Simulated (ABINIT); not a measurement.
# Quasiparticle gap of BaTiO3 (P4mm) in ABINIT

Aim: the G0W0 gap of BaTiO3 (P4mm) on PBE with spin-orbit coupling, step by step.

Calculated with ABINIT 10.8.3; PBE and many-body steps on it, plane waves.

The database entry behind the starting cell differs from later determinations by our own check (c/a about 0.6 % short), so it need not match the best structure at ambient conditions.

### Step 1. The structure

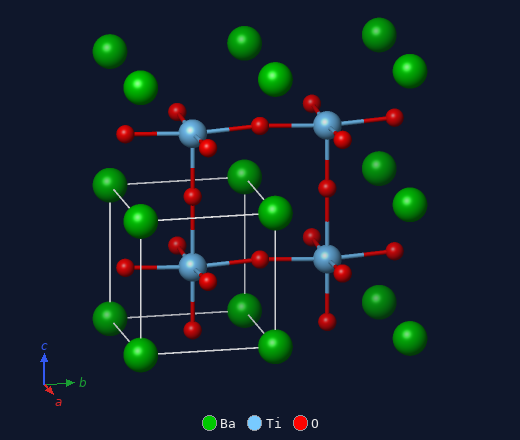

The starting structure, seen slightly off an axis (barium green, titanium blue, oxygen red). 1×2×2 cells are drawn. Some periodic images of atoms are drawn too.

The cell and positions come from the Crystallography Open Database and are kept as given unless a step says otherwise.

### Step 2. Ground state

This step: ABINIT 10.8.3; DFT, PBE with spin-orbit coupling, plane waves, norm-conserving pseudopotentials.

The ground-state density comes first.

The input, run.abi:

```
acell 3*1.0 Angstrom
rprim 
  3.999800000000 0.000000000000 0.000000000000
  0.000000000000 3.999800000000 0.000000000000
  0.000000000000 0.000000000000 4.018000000000
ntypat 3
znucl 56 22 8
natom 5
typat 1 2 3 3 3
xred 
  0.000000000000 0.000000000000 0.000000000000
  0.500000000000 0.500000000000 0.490000000000
  0.500000000000 0.500000000000 0.019000000000
  0.500000000000 0.000000000000 0.517000000000
  0.000000000000 0.500000000000 0.517000000000
pp_dirpath "pseudos"
pseudos "Ba.upf, Ti.upf, O.upf"
ecut 38
nspinor 2
ngkpt 4 4 4
nshiftk 1
shiftk 0 0 0
kptopt 1
chksymbreak 0
nband 52
occopt 1
tolvrs 1e-10
nstep 60
prtwf 0
optforces 0
optstress 0
indata_prefix "in"
outdata_prefix "out"
tmpdata_prefix "tmp"
```

Launch:

```console
$ OMP_NUM_THREADS=1 mpirun -n 4 abinit run.abi > log
```

Numbers of over 12 decimals in the logs are rounded to 6 here.

The program printed:

```text
.Version 10.8.3 of ABINIT. v10.8.2 released Aug 2026.

 Symmetries : space group P4 m m (# 99); Bravais tP (primitive tetrag.)
================================================================================
 Values of the parameters that define the memory need of the present run
     intxc =       0    ionmov =       0      iscf =       7    lmnmax =      18
     lnmax =      18     mgfft =      45  mpssoang =       5    mqgrid =    3001
     natom =       5  nloc_mem =       1    nspden =       1   nspinor =       2
    nsppol =       1      nsym =       8    n1xccc =    2501    ntypat =       3
    occopt =       1   xclevel =       2
-    mband =          52        mffmem =           1         mkmem =           5
       mpw =        4929          nfft =       91125          nkpt =          18
================================================================================
  Rough estimation (10% accuracy) of disk space for files :
================================================================================

--------------------------------------------------------------------------------
------------- Echo of variables that govern the present computation ------------
--------------------------------------------------------------------------------
 -outvars: echo values of preprocessed input variables --------
            acell      1.8897261259E+00  1.8897261259E+00  1.8897261259E+00 Bohr

      chksymbreak           0
             ecut      3.80000000E+01 Hartree
-          fftalg         312

              ixc     -101130
              kpt      0.00000000E+00  0.00000000E+00  0.00000000E+00
                       2.50000000E-01  0.00000000E+00  0.00000000E+00
                       5.00000000E-01  0.00000000E+00  0.00000000E+00
                       2.50000000E-01  2.50000000E-01  0.00000000E+00
                       5.00000000E-01  2.50000000E-01  0.00000000E+00
                       5.00000000E-01  5.00000000E-01  0.00000000E+00
                       0.00000000E+00  0.00000000E+00  2.50000000E-01
                       2.50000000E-01  0.00000000E+00  2.50000000E-01
                       5.00000000E-01  0.00000000E+00  2.50000000E-01
   [... 7 further rows ...]
                       5.00000000E-01  2.50000000E-01  5.00000000E-01
                       5.00000000E-01  5.00000000E-01  5.00000000E-01
         kptrlatt        4    0    0      0    4    0      0    0    4
          kptrlen      3.02341062E+01
P           mkmem           5
            natom           5
            nband          52
            ngfft          45      45      45
             nkpt          18
          nspinor           2
            nstep          60
             nsym           8
           ntypat           3
              occ      1.000000  1.000000  1.000000  1.000000  1.000000  1.000000
                       1.000000  1.000000  1.000000  1.000000  1.000000  1.000000
                       1.000000  1.000000  1.000000  1.000000  1.000000  1.000000
                       1.000000  1.000000  1.000000  1.000000  1.000000  1.000000
                       1.000000  1.000000  1.000000  1.000000  1.000000  1.000000
                       1.000000  1.000000  1.000000  1.000000  1.000000  1.000000
                       1.000000  1.000000  1.000000  1.000000  0.000000  0.000000
                       0.000000  0.000000  0.000000  0.000000  0.000000  0.000000
                       0.000000  0.000000  0.000000  0.000000
        optforces           0
        optstress           0
            prtwf           0
            rprim      3.9998000000E+00  0.0000000000E+00  0.0000000000E+00
[...]
spgroup          99

           tolvrs      1.00000000E-10

             xred      0.0000000000E+00  0.0000000000E+00  0.0000000000E+00
[...]
znucl       56.00000   22.00000    8.00000

================================================================================

 chkinp: Checking input parameters for consistency.

================================================================================
== DATASET  1 ==================================================================
-   mpi_nproc: 4, omp_nthreads: 1 (-1 if OMP is not activated)

--- !DatasetInfo
iteration_state: {dtset: 1, }
dimensions: {natom: 5, nkpt: 18, mband: 52, nsppol: 1, nspinor: 2, nspden: 1, mpw: 4929, }
cutoff_energies: {ecut:  38.0, pawecutdg:  -1.0, }
electrons: {nelect:   4.00000000E+01, charge:   0.00000000E+00, occopt:   1.00000000E+00, tsmear:   1.00000000E-02, }

 Real(R)+Recip(G) space primitive vectors, cartesian coordinates (Bohr,Bohr^-1):
 R(1)=  7.5585266  0.0000000  0.0000000  G(1)=  0.1323009  0.0000000  0.0000000
 R(2)=  0.0000000  7.5585266  0.0000000  G(2)=  0.0000000  0.1323009  0.0000000
 R(3)=  0.0000000  0.0000000  7.5929196  G(3)=  0.0000000  0.0000000  0.1317016
 Unit cell volume ucvol=  4.3379355E+02 bohr^3
 Angles (23,13,12)=  9.00000000E+01  9.00000000E+01  9.00000000E+01 degrees

 getcut: wavevector=  0.0000  0.0000  0.0000  ngfft=  45  45  45
         ecut(hartree)=     38.000   => boxcut(ratio)=   2.08827

--- Pseudopotential description ------------------------------------------------
- Ba Generated using ONCVPSP code by D. R. Hamann
- 56.00000  10.00000  180419                  znucl, zion, pspdat
[...]
spin-orbit 1    0.068787   -0.038363    0.004495   -0.000209
  spin-orbit 2    0.005108    0.001970
 pspatm: atomic psp has been read  and splines computed

- O Generated using ONCVPSP code by D. R. Hamann
-  8.00000   6.00000  180423                  znucl, zion, pspdat
12 -101130 2 -1 936                           pspcod,pspxc,lmax,lloc,mmax
     nproj     2     2     2     0
     spin-orbit psp
        nprojso     2     2     0
  pspatm : epsatm=    6.19737341
         --- l  ekb(1:nproj) -->
[...]
spin-orbit 1    0.006511    0.001986
  spin-orbit 2   -0.000439    0.000281
 pspatm: atomic psp has been read  and splines computed

   2.40125705E+03                                ecore*ucvol(ha*bohr**3)
--------------------------------------------------------------------------------

_setup2: Arith. and geom. avg. npw (full set) are    4850.703    4850.668

================================================================================

--- !BeginCycle
iteration_state: {dtset: 1, }
solver: {iscf: 7, nstep: 60, nline: 4, wfoptalg: 0, }
tolerances: {tolvrs: 1.00E-10, }

     iter   Etot(hartree)      deltaE(h)  residm     vres2
 ETOT  1  -136.74527880929    -1.367E+02 1.202E-01 1.939E+03
 ETOT  2  -127.13943633913     9.606E+00 1.253E-01 3.606E+04
 ETOT  3  -137.29607557541    -1.016E+01 4.302E-02 5.536E+02
 ETOT  4  -137.31531579861    -1.924E-02 1.558E-02 3.612E+02
 ETOT  5  -137.36849545798    -5.318E-02 1.949E-02 1.129E+02
 ETOT  6  -137.37890985814    -1.041E-02 7.433E-03 6.167E+01
 ETOT  7  -137.38997898570    -1.107E-02 1.361E-02 8.730E+00
 ETOT  8  -137.39136705306    -1.388E-03 1.516E-02 2.107E+00
 ETOT  9  -137.39177034597    -4.033E-04 7.302E-03 2.465E-01
 ETOT 10  -137.39182143527    -5.109E-05 1.228E-02 8.134E-03
 ETOT 11  -137.39182314587    -1.711E-06 8.366E-03 1.185E-04
 ETOT 12  -137.39182316540    -1.953E-08 2.412E-03 1.496E-05
 ETOT 13  -137.39182316874    -3.340E-09 2.030E-03 5.355E-08
 ETOT 14  -137.39182316876    -2.194E-11 9.559E-04 8.221E-10
 ETOT 15  -137.39182316875     8.555E-12 1.157E-03 1.299E-11

 At SCF step   15       vres2   =  1.30E-11 < tolvrs=  1.00E-10 =>converged.

--- !ResultsGS
iteration_state: {dtset: 1, }
comment   : Summary of ground state results
lattice_vectors:
- [  7.5585266,   0.0000000,   0.0000000, ]
- [  0.0000000,   7.5585266,   0.0000000, ]
- [  0.0000000,   0.0000000,   7.5929196, ]
lattice_lengths: [   7.55853,    7.55853,    7.59292, ]
lattice_angles: [ 90.000,  90.000,  90.000, ] # degrees, (23, 13, 12)
lattice_volume:   4.3379355E+02
convergence: {deltae:  8.555E-12, res2:  1.299E-11, residm:  1.157E-03, diffor:  0.000E+00, }
etotal    :  -1.37391823E+02
entropy   :   0.00000000E+00
fermie    :   2.43867484E-01
cartesian_stress_tensor: null
pressure_GPa: null
xred      :
- [  0.0000E+00,   0.0000E+00,   0.0000E+00, Ba]
- [  5.0000E-01,   5.0000E-01,   4.9000E-01, Ti]
- [  5.0000E-01,   5.0000E-01,   1.9000E-02,  O]
- [  5.0000E-01,   0.0000E+00,   5.1700E-01,  O]
- [  0.0000E+00,   5.0000E-01,   5.1700E-01,  O]
cartesian_forces: null
force_length_stats: {min: null, max: null, mean: null, }

 Integrated electronic density in atomic spheres:
 ------------------------------------------------
 Atom  Sphere_radius  Integrated_density
[...]
================================================================================

 ----iterations are completed or convergence reached----

 Mean square residual over all n,k,spin=   53.338E-07; max=  11.570E-04
 reduced coordinates (array xred) for    5 atoms
       0.000000000000      0.000000000000      0.000000000000
       0.500000000000      0.500000000000      0.490000000000
       0.500000000000      0.500000000000      0.019000000000
       0.500000000000      0.000000000000      0.517000000000
       0.000000000000      0.500000000000      0.517000000000
 rms dE/dt=  0.0000E+00; max dE/dt=  0.0000E+00; dE/dt below (all hartree)
    1       0.000000000000      0.000000000000      0.000000000000
    2       0.000000000000      0.000000000000      0.000000000000
    3       0.000000000000      0.000000000000      0.000000000000
    4       0.000000000000      0.000000000000      0.000000000000
    5       0.000000000000      0.000000000000      0.000000000000

 cartesian coordinates (angstrom) at end:
    1      0.000000     0.000000     0.000000
    2      1.999900     1.999900     1.968820
    3      1.999900     1.999900     0.076342
    4      1.999900     0.000000     2.077306
    5      0.000000     1.999900     2.077306
 length scales=  1.889726125908  1.889726125908  1.889726125908 bohr
              =  1.000000000000  1.000000000000  1.000000000000 angstroms
 prteigrs : about to open file out_EIG
 Fermi (or HOMO) energy (hartree) =   0.24387   Average Vxc (hartree)=  -0.42022
 Eigenvalues (hartree) for nkpt=  18  k points:
 kpt#   1, nband= 52, wtk=  0.01563, kpt=  0.0000  0.0000  0.0000 (reduced coord)
  -1.83408   -1.83408   -0.97726   -0.97726   -0.95345   -0.95345   -0.95276   -0.95276
  -0.66626   -0.66626   -0.37522   -0.37522   -0.35145   -0.35145   -0.34939   -0.34939
  -0.17143   -0.17143   -0.10105   -0.10105   -0.10102   -0.10102    0.15331    0.15331
   0.16119    0.16119    0.16149    0.16149    0.19839    0.19839    0.19884    0.19884
   0.20196    0.20196    0.23021    0.23021    0.23496    0.23496    0.23528    0.23528
   0.31061    0.31061    0.31807    0.31807    0.31893    0.31893    0.39212    0.39221
   0.39567    0.39574    0.42952    0.42967
 prteigrs : prtvol=0 or 1, do not print more k-points.

--- !EnergyTerms
iteration_state     : {dtset: 1, }
comment             : Components of total free energy in Hartree
kinetic             :  6.27179889498278E+01
hartree             :  2.98509212523189E+01
xc                  : -2.80607377010652E+01
Ewald energy        : -1.03499980157244E+02
psp_core            :  5.53548356526652E+00
local_psp           : -1.00642536345119E+02
non_local_psp       : -3.29296273273601E+00
total_energy        : -1.37391823168751E+02
total_energy_eV     : -3.73862196728440E+03
band_energy         : -1.06428548098934E+01

== END DATASET(S) ==============================================================
================================================================================

 -outvars: echo values of variables after computation  --------
           etotal     -1.3739182317E+02
            nband          52
             nkpt          18
          spgroup          99
 [... the other variables as echoed above ...]

 Calculation completed.
```

Wall time 4.3 min (4 MPI ranks of Arm Neoverse V1, shared host); peak memory 0.49 GiB; 17 min of CPU time.

Numbers from this step:

```
total energy               : -3738.6220 eV
gap                        : 1.816 eV
k of the valence top       : 0.5, 0.5, 0.5
k of the conduction bottom : 0, 0, 0
least direct gap           : 2.050 eV
```

The gap is indirect, with the least direct gap 0.23 eV higher.

[end of part 1 of 3]

[Paths, hosts, dates, memory and timing lines, banners, echoed tables and standing remarks are left out of the program output.]

[Logs are printed without paths, hosts, clocks, repeated set-up lines and the standing remarks that a program may print on its own settings, such as how far it seeks lower states.]

[Runs of the session that timed out or met a known fault of the program may be left out.]

[Hosts, paths, dates, database ids (printed as entryN), source tags and the programs' standing remarks are cut or masked in the printed files.]

[G0W0 gaps are taken among the corrected bands and points alone; a level outside them can change the order at an edge.]

[Where Ansatz stands beside ABINIT at settings called matched, ABINIT's density can come from a denser mesh and the files from another edition; pairs whose starting gaps differed by over 0.03 eV were left out, so agreement reads better than it is.]
